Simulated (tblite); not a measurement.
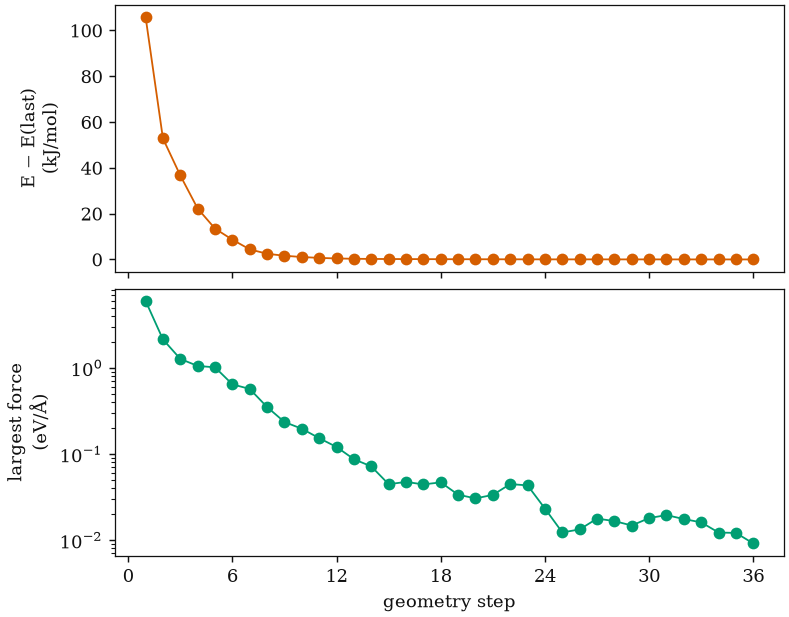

History of a geometry optimisation.

System: C5H4AlF3O2 (SMILES FC(F)=C(F)C1=C[O][AlH2-][O+]=C1).
Method: tblite, GFN2-xTB geometry optimisation, gas phase.

How did it end, and what did it gain?

Answer. The optimisation met its thresholds at geometry 36, counting the start as the first. The energy fell by about 110 kJ/mol from the first step to the last. The largest force goes from about 6 eV/Å at the start to 9 × 10⁻³ eV/Å at the end.
